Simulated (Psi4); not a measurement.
Run report: BCl$_{2}$ (charge +1), geometry relaxation (part 2 of 3)

BCl$_{2}$, charge +1; B3LYP/6-311G**, RKS (Psi4 1.11). The geometry comes from this level: GFN2-xTB.

Geometry of the input (Å):
```
Cl -1.2384  0.7665  -0.5913
B  0.0007  0.0014  0.0006
Cl 1.2376  -0.7678  0.5907
```

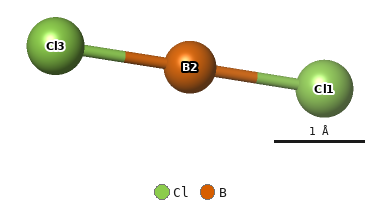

*The starting structure (ball-and-stick view, seen at a tilt; atoms are numbered from 1 in the order of the input).*

### Log, continued
```
       Center              X                  Y                   Z               Mass
    ------------   -----------------  -----------------  -----------------  -----------------
         CL           0.788217701298     1.401370366154     0.000000000000    34.968852682000
         B            0.001167559832    -0.000713312823    -0.000000000000    11.009305360000
         CL          -0.788585286212    -1.401145792624    -0.000000000000    34.968852682000

  Running in c1 symmetry.

  Rotational constants: A = 707619.14651  B =      0.09324  C =      0.09324 [cm^-1]
  Rotational constants: A = 21213888326.15776  B =   2795.29910  C =   2795.29873 [MHz]
  Nuclear repulsion =  103.510141239258758

  Charge       = 1
  Multiplicity = 1
  Electrons    = 38
  Nalpha       = 19
  Nbeta        = 19

  ==> Algorithm <==

  SCF Algorithm Type is DF.
  DIIS enabled.
  MOM disabled.
  Fractional occupation disabled.
  Guess Type is READ.
  Energy threshold   = 1.00e-08
  Density threshold  = 1.00e-08
  Integral threshold = 1.00e-12

   => Molecular Quadrature <=

    Radial Scheme          =       TREUTLER
    Pruning Scheme         =           NONE
    Nuclear Scheme         =       TREUTLER

    Blocking Scheme        =         OCTREE
    BS radius alpha        =              1
    Pruning alpha          =              1
    Radial Points          =             75
    Spherical Points       =            302
    Total Points           =          62502
    Total Blocks           =            542
    Max Points             =            254
    Max Functions          =             62
    Weights Tolerance      =       1.00E-15

   => Loading Basis Set <=

    Name: 6-311G**
    Role: ORBITAL
    Keyword: BASIS

  Reading orbitals from file s0/bcl2.system.2558.180.npy, no projection.

  ==> MemDFJK: Density-Fitted J/K Matrices <==

    J tasked:                   Yes
    K tasked:                   Yes
    wK tasked:                   No
    Memory [MiB]:              1048
    Algorithm:                 Core
    Schwarz Cutoff:           1E-12
    Mask sparsity (%):       5.7143
    Fitting Condition:        1E-10

   => Auxiliary Basis Set <=

  Basis Set: (6-311G** AUX)
    Blend: CC-PVTZ-JKFIT
    Number of shells: 99
    Number of basis functions: 321
    Number of Cartesian functions: 386
    Spherical Harmonics?: true
    Max angular momentum: 4

  Cached 100.0% of DFT collocation blocks in 0.094 [GiB].

  Minimum eigenvalue in the overlap matrix is 9.6706173737E-03.
  Reciprocal condition number of the overlap matrix is 2.4008120035E-03.
    Using symmetric orthogonalization.

  ==> Pre-Iterations <==

  SCF Guess: Orbitals guess was supplied from a previous computation.

   -------------------------------------------------------
    Irrep   Nso     Nmo     Nalpha   Nbeta   Ndocc  Nsocc
   -------------------------------------------------------
     A         70      70      19      19      19       0
   -------------------------------------------------------
    Total      70      70      19      19      19       0
   -------------------------------------------------------

  ==> Iterations <==

                           Total Energy        Delta E     RMS |[F,P]|

   @DF-RKS iter   0:  -941.44439492990750   -9.41444e+02   2.83287e-02
   @DF-RKS iter   1:  -943.79888535862710   -2.35449e+00   2.10969e-02 ADIIS/DIIS
   @DF-RKS iter   2:  -943.40916686106209    3.89718e-01   2.21977e-02 ADIIS/DIIS
   @DF-RKS iter   3:  -945.02278205503649   -1.61362e+00   2.10330e-03 ADIIS/DIIS
   @DF-RKS iter   4:  -945.03028473432869   -7.50268e-03   9.85325e-04 ADIIS/DIIS
   @DF-RKS iter   5:  -945.03183370668614   -1.54897e-03   1.93959e-04 ADIIS/DIIS
   @DF-RKS iter   6:  -945.03192531249169   -9.16058e-05   2.43051e-05 DIIS
   @DF-RKS iter   7:  -945.03192674825925   -1.43577e-06   3.32587e-06 DIIS
   @DF-RKS iter   8:  -945.03192677159836   -2.33391e-08   1.66720e-06 DIIS
   @DF-RKS iter   9:  -945.03192677837956   -6.78119e-09   5.68918e-07 DIIS
   @DF-RKS iter  10:  -945.03192677921891   -8.39350e-10   1.28744e-07 DIIS
   @DF-RKS iter  11:  -945.03192677926415   -4.52474e-11   2.90115e-09 DIIS
  Energy and wave function converged.

  ==> Post-Iterations <==

   Electrons on quadrature grid:
      Ntotal   =   38.0000018887 ; deviation = 1.889e-06

    Final Occupation by Irrep:
              A
    DOCC [    19 ]
    NA   [    19 ]
    NB   [    19 ]

  @DF-RKS Final Energy:  -945.03192677926415

   => Energetics <=

    Nuclear Repulsion Energy =            103.5101412392587577
    One-Electron Energy =               -1498.3375930665920350
    Two-Electron Energy =                 498.3461619091129364
    DFT Exchange-Correlation Energy =     -48.5506368610438486
    Empirical Dispersion Energy =           0.0000000000000000
    VV10 Nonlocal Energy =                  0.0000000000000000
    Total Energy =                       -945.0319267792642677

Computation Completed

Properties will be evaluated at   0.000000,   0.000000,   0.000000 [a0]

Properties computed using the SCF density matrix

 Multipole Moments:

 ------------------------------------------------------------------------------------
     Multipole            Electronic (a.u.)      Nuclear  (a.u.)        Total (a.u.)
 ------------------------------------------------------------------------------------

 L = 1.  Multiply by 2.5417464519 to convert [e a0] to [Debye]
 Dipole X            :          0.0016663           -0.0007770            0.0008894
 Dipole Y            :         -0.0012762            0.0004747           -0.0008015
 Dipole Z            :         -0.0000000            0.0000000           -0.0000000
 Magnitude           :                                                    0.0011972

 ------------------------------------------------------------------------------------

	total time  =          2 seconds =       0.03 minutes

         ------------------------------------------------------------
                                   SCF GRAD
         ------------------------------------------------------------

  ==> Geometry <==

    Molecular point group: c1
    Full point group: Cs

    Geometry (in Angstrom), charge = 1, multiplicity = 1:

       Center              X                  Y                   Z               Mass
    ------------   -----------------  -----------------  -----------------  -----------------
         CL           0.788217701298     1.401370366154     0.000000000000    34.968852682000
         B            0.001167559832    -0.000713312823    -0.000000000000    11.009305360000
         CL          -0.788585286212    -1.401145792624    -0.000000000000    34.968852682000

  Nuclear repulsion =  103.510141239258758

   => Molecular Quadrature <=

    Radial Scheme          =       TREUTLER
    Pruning Scheme         =           NONE
    Nuclear Scheme         =       TREUTLER

    Blocking Scheme        =         OCTREE
    BS radius alpha        =              1
    Pruning alpha          =              1
    Radial Points          =             75
    Spherical Points       =            302
    Total Points           =          62502
    Total Blocks           =            542
    Max Points             =            254
    Max Functions          =             62
    Weights Tolerance      =       1.00E-15

  -Total Gradient:
     Atom            X                  Y                   Z
    ------   -----------------  -----------------  -----------------
       1       -0.003250601727    -0.005673250856    -0.000000000001
       2        0.000046105642    -0.000124965535    -0.000000000000
       3        0.003203946398     0.005798513125     0.000000000002

	total time  =          1 seconds =       0.02 minutes

    			-----------------------------------------

    			 OPTKING 3.0: for geometry optimizations

    			        with contributions from

    			-----------------------------------------

	                            ===> Fragment 1 <==

	 Z (Atomic Numbers)          Masses                          Geom
	      17.000000            34.968853          1.48951558  2.64820619  0.00000000
	       5.000000            11.009305          0.00220637 -0.00134797 -0.00000000
	      17.000000            34.968853         -1.49021022 -2.64778181 -0.00000000

	 - Coordinate -           - BOHR/RAD -       - ANG/DEG -
	 R(1,2)           =         3.038458           1.607883
	 R(2,3)           =         3.038243           1.607769
	 L(1,2,3)         =         3.139624         179.887208
	 l(1,2,3)         =         3.141593         180.000000

	        --- Internal Coordinate Step in ANG or DEG, aJ/ANG or AJ/DEG ---
	-------------------------------------------------------------------------------
	           Coordinate      Previous         Force          Change          New
	           ----------      --------        ------          ------        ------
	               R(1,2)       1.60788        0.05387        0.00722       1.61510
	               R(2,3)       1.60777        0.05458        0.00730       1.61507
	             L(1,2,3)     179.88721        0.00001        0.04763     179.93484
	             l(1,2,3)     180.00000        0.00000        0.00000     180.00000
	-------------------------------------------------------------------------------

	                                 ==> Convergence Check <==

	Measures of convergence in internal coordinates in au.

	Criteria marked as inactive (o), active & met (*), and active & unmet ( ).

	----------------------------------------------------------------------------------------------
	   Step    Total Energy     Delta E     Max Force     RMS Force      Max Disp      RMS Disp
	----------------------------------------------------------------------------------------------
	  Convergence Criteria     1.00e-06 *    3.00e-04 *             o    1.20e-03 *             o
	----------------------------------------------------------------------------------------------
	     2    -945.03192678   -3.05e-03      6.62e-03      4.65e-03 o    1.38e-02      9.71e-03 o  ~
	----------------------------------------------------------------------------------------------

Next Geometry in Ang
	Fragment 1 (Ang)

	   Cl   0.7919641620   1.4075776085  -0.0000000000
	    B   0.0007955267  -0.0004715777   0.0000000000
	   Cl  -0.7919597138  -1.4075947701  -0.0000000000

    Structure for next step:
    Molecular point group: c1
    Full point group: Cs

    Geometry (in Angstrom), charge = 1, multiplicity = 1:

    CL           0.791854043718     1.407649159805    -0.000000000000
    B            0.000685408394    -0.000400026456     0.000000000001
    CL          -0.792069832047    -1.407523218773    -0.000000000000

gradient() will perform analytic gradient computation.

  ==> Geometry <==

    Molecular point group: c1
    Full point group: Cs

    Geometry (in Angstrom), charge = 1, multiplicity = 1:

       Center              X                  Y                   Z               Mass
    ------------   -----------------  -----------------  -----------------  -----------------
         CL           0.791854043718     1.407649159805    -0.000000000000    34.968852682000
         B            0.000685408394    -0.000400026456     0.000000000001    11.009305360000
         CL          -0.792069832047    -1.407523218773    -0.000000000000    34.968852682000

  Running in c1 symmetry.

  Rotational constants: A = 2101110.65680  B =      0.09240  C =      0.09240 [cm^-1]
  Rotational constants: A = 62989712833.32039  B =   2770.22183  C =   2770.22171 [MHz]
  Nuclear repulsion =  103.044806575520809

  Charge       = 1
  Multiplicity = 1
  Electrons    = 38
  Nalpha       = 19
  Nbeta        = 19

   => Molecular Quadrature <=

    Radial Scheme          =       TREUTLER
    Pruning Scheme         =           NONE
    Nuclear Scheme         =       TREUTLER

    Blocking Scheme        =         OCTREE
    BS radius alpha        =              1
    Pruning alpha          =              1
    Radial Points          =             75
    Spherical Points       =            302
    Total Points           =          62502
    Total Blocks           =            542
    Max Points             =            255
    Max Functions          =             62
    Weights Tolerance      =       1.00E-15

  ==> Integral Setup <==

  DFHelper Memory: AOs need 0.013 GiB; user supplied 1.024 GiB.
  SCF_SUBTYPE=INCORE selected. In-core MEM_DF algorithm will be used.
  Using in-core AOs.

  ==> MemDFJK: Density-Fitted J/K Matrices <==

    J tasked:                   Yes
    K tasked:                   Yes
    wK tasked:                   No
    Memory [MiB]:              1048
    Algorithm:                 Core
    Schwarz Cutoff:           1E-12
    Mask sparsity (%):       5.7959
    Fitting Condition:        1E-10

   => Auxiliary Basis Set <=

  Basis Set: (6-311G** AUX)
    Blend: CC-PVTZ-JKFIT
    Number of shells: 99
    Number of basis functions: 321
    Number of Cartesian functions: 386
    Spherical Harmonics?: true
    Max angular momentum: 4

  Cached 100.0% of DFT collocation blocks in 0.094 [GiB].

  Minimum eigenvalue in the overlap matrix is 9.8166281920E-03.
  Reciprocal condition number of the overlap matrix is 2.4440031061E-03.
    Using symmetric orthogonalization.

  ==> Iterations <==

                           Total Energy        Delta E     RMS |[F,P]|

   @DF-RKS iter   0:  -945.02049227283351   -9.45020e+02   4.09088e-04
   @DF-RKS iter   1:  -945.03201230864170   -1.15200e-02   6.85510e-05 DIIS
   @DF-RKS iter   2:  -945.03201361935794   -1.31072e-06   6.77782e-05 DIIS
   @DF-RKS iter   3:  -945.03202523537573   -1.16160e-05   2.25282e-05 DIIS
   @DF-RKS iter   4:  -945.03202651492734   -1.27955e-06   1.99162e-06 DIIS
   @DF-RKS iter   5:  -945.03202652195989   -7.03255e-09   1.95943e-07 DIIS
   @DF-RKS iter   6:  -945.03202652204970   -8.98126e-11   9.00994e-08 DIIS
   @DF-RKS iter   7:  -945.03202652207187   -2.21689e-11   1.53902e-08 DIIS
   @DF-RKS iter   8:  -945.03202652207210   -2.27374e-13   1.86324e-09 DIIS
  Energy and wave function converged.

  ==> Post-Iterations <==

   Electrons on quadrature grid:
      Ntotal   =   38.0000019757 ; deviation = 1.976e-06

    Final Occupation by Irrep:
              A
    DOCC [    19 ]
    NA   [    19 ]
    NB   [    19 ]

  @DF-RKS Final Energy:  -945.03202652207210

   => Energetics <=

    Nuclear Repulsion Energy =            103.0448065755208091
    One-Electron Energy =               -1497.4213120378922213
    Two-Electron Energy =                 497.8893883355162302
    DFT Exchange-Correlation Energy =     -48.5449093952170614
    Empirical Dispersion Energy =           0.0000000000000000
    VV10 Nonlocal Energy =                  0.0000000000000000
    Total Energy =                       -945.0320265220721012

Computation Completed

Properties will be evaluated at   0.000000,   0.000000,   0.000000 [a0]

Properties computed using the SCF density matrix

 Multipole Moments:

 ------------------------------------------------------------------------------------
     Multipole            Electronic (a.u.)      Nuclear  (a.u.)        Total (a.u.)
 ------------------------------------------------------------------------------------

 L = 1.  Multiply by 2.5417464519 to convert [e a0] to [Debye]
 Dipole X            :          0.0010205           -0.0004561            0.0005644
 Dipole Y            :         -0.0006604            0.0002662           -0.0003942
 Dipole Z            :          0.0000000           -0.0000000            0.0000000
 Magnitude           :                                                    0.0006884
```
